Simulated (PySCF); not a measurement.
# C₂H₈BF₂NSi: electronic excitations

Wanted: the electronic excitations of C₂H₈BF₂NSi (`FB(F)CCN[SiH3]`), by calculation.

Computed with PySCF 2.14.0, with density-fitted response routines of our own, on a single molecule in the gas phase. Atoms are numbered from 0 throughout.

### Step 1. The starting structure

15 atoms, charge 0, multiplicity 1; geometry from: GFN2-xTB.

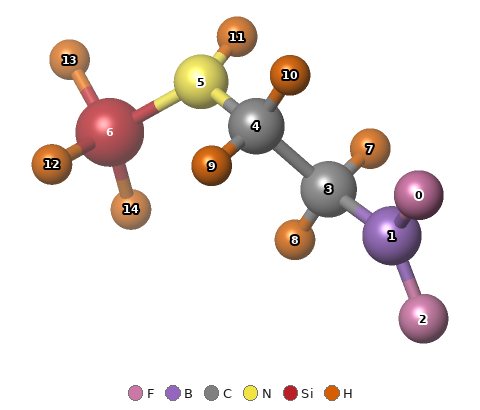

As it starts; fluorine pink, boron purple, carbon grey, nitrogen yellow, silicon red, hydrogen orange, atoms numbered.

### Step 2. Excited states and response: wB97X-D/def2-SVPD

Job settings and geometry (Å):

```
{"job": {"kind": "uv", "xc": "wB97X-D", "basis": "def2-SVPD", "nstates": 8, "ntriplets": 3}, "charge": 0, "multiplicity": 1}
F     -2.882575     1.668796     0.292950
B     -2.498516     0.604407    -0.382464
F     -3.312423     0.283286    -1.368099
C     -1.195221    -0.212856    -0.038629
C     -0.020842     0.661622     0.454005
N      1.146936    -0.099134     0.808376
Si     2.291328    -0.672385    -0.341719
H     -1.426650    -0.932898     0.753380
H     -0.863419    -0.799356    -0.896978
H      0.264217     1.356662    -0.337839
H     -0.351074     1.247858     1.318257
H      0.987606    -0.664276     1.629322
H      2.704451     0.503417    -1.106957
H      3.355445    -1.244902     0.477987
H      1.796322    -1.692252    -1.283505
```

With the program's defaults for keys left out, this is: TDDFT wB97X-D/def2-SVPD, vertical, gas phase, core orbitals frozen in the response.

Launch:

```console
$ OMP_NUM_THREADS=1 python probes_run.py task.json out
```

The driver reads the jobs from task.json and runs them one after another.

Output:

```text
coarse grid: 13080 points
cycle   1  E = -649.3194812033  dE =  7.140e-01  |g| = 6.837e-01  |ddm| = 4.952e+00
cycle   2  E = -649.3282923547  dE = -8.811e-03  |g| = 7.262e-01  |ddm| = 1.543e+00
cycle   3  E = -649.4126724932  dE = -8.438e-02  |g| = 4.762e-02  |ddm| = 6.396e-01
cycle   4  E = -649.4132209967  dE = -5.485e-04  |g| = 1.890e-02  |ddm| = 1.311e-01
cycle   5  E = -649.4133165218  dE = -9.553e-05  |g| = 4.652e-03  |ddm| = 5.642e-02
cycle   6  E = -649.4133228455  dE = -6.324e-06  |g| = 7.845e-04  |ddm| = 2.043e-02
final grid: 122728 points
cycle   7  E = -649.4957894236  dE = -1.117e-04  |g| = 8.081e-03  |ddm| = 1.583e-01
cycle   8  E = -649.4957912302  dE = -1.807e-06  |g| = 8.240e-03  |ddm| = 2.909e-02
cycle   9  E = -649.4958039908  dE = -1.276e-05  |g| = 5.927e-04  |ddm| = 9.831e-03
cycle  10  E = -649.4958040883  dE = -9.756e-08  |g| = 2.990e-04  |ddm| = 3.058e-03
cycle  11  E = -649.4958041132  dE = -2.486e-08  |g| = 5.763e-05  |ddm| = 1.076e-03
cycle  12  E = -649.4958041145  dE = -1.272e-09  |g| = 1.742e-05  |ddm| = 2.272e-04
cycle  13  E = -649.4958041146  dE = -1.517e-10  |g| = 9.052e-06  |ddm| = 1.423e-04
converged SCF energy = -649.4958041146

Static polarisability (au): isotropic 71.782, principal 63.265 67.849 84.232

Singlet excitations
state   eV       nm        f      main configurations
  1   6.0785    204.0   0.00537   H->L 0.63, H->L+2 0.31
  2   6.8856    180.1   0.01039   H->L+1 0.75, H->L 0.10
  3   7.0458    176.0   0.01083   H->L+4 0.47, H->L+2 0.21, H->L+5 0.14
  4   7.3511    168.7   0.03116   H->L+3 0.63, H->L+2 0.10, H->L+1 0.10
  5   7.5712    163.8   0.01673   H->L+6 0.51, H->L+5 0.25
  6   7.8273    158.4   0.04216   H->L+7 0.38, H->L+4 0.23, H->L+3 0.16
  7   7.9772    155.4   0.01187   H->L+5 0.40, H->L+6 0.30, H->L+4 0.15
  8   8.0685    153.7   0.01108   H->L+7 0.47, H->L+2 0.10, H->L+5 0.09

Triplet excitations (Tamm-Dancoff, eV): 5.8725 6.6833 6.9273
```

Run time: 51 s. Hardware: 1 thread of Arm Neoverse V1, shared host; peak memory 0.93 GiB.

The orbitals next to the gap, with their largest atomic shares:

| orbital | eV | atoms |
| --- | --- | --- |
| HOMO−3 | -11.89 | C4 16 %, Si6 15 %, N5 13 % |
| HOMO−2 | -11.77 | Si6 35 %, H12 21 %, H14 18 % |
| HOMO−1 | -11.66 | Si6 30 %, H13 26 %, C4 10 % |
| HOMO | -8.84 | N5 56 %, Si6 10 %, C4 9 % |
| LUMO | 1.66 | B1 34 %, Si6 16 %, C3 8 % |
| LUMO+1 | 2.07 | B1 38 %, F0 14 %, F2 14 % |
| LUMO+2 | 2.21 | B1 28 %, Si6 23 %, H13 7 % |

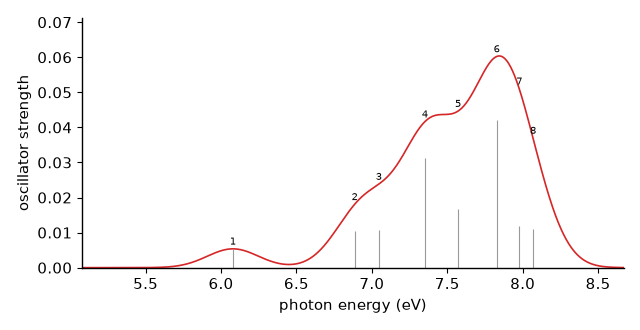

Absorption spectrum from the 8 singlet states computed; above the last one it falls off for lack of states. Lines are broadened to a width of 0.40 eV (Gaussian).

Ground-state properties from the same run:

| property | computed |
| --- | --- |
| dipole moment (D) | 1.52 |
| polarisability (Å³) | 10.64 |
| HOMO–LUMO gap (eV) | 10.50 |
| −ε(HOMO) (eV) | 8.84 |

### Step 3. Summary of results

| quantity | value |
| --- | --- |
| lowest singlet (wB97X-D/def2-SVPD) | 6.08 eV (204 nm), f = 0.005 |
| brightest single state of those computed | state 6, 7.83 eV, f = 0.042 |
| lowest triplet | 5.87 eV |

What this shows: The first singlet state (HOMO→LUMO 0.63, HOMO→LUMO+2 0.31) lies at 6.08 eV and is weak; of the 8 states computed, the strongest absorption comes from state 6 at 7.83 eV. The lowest triplet lies 0.21 eV below the lowest singlet (triplets in Tamm-Dancoff, singlets in full TDDFT).
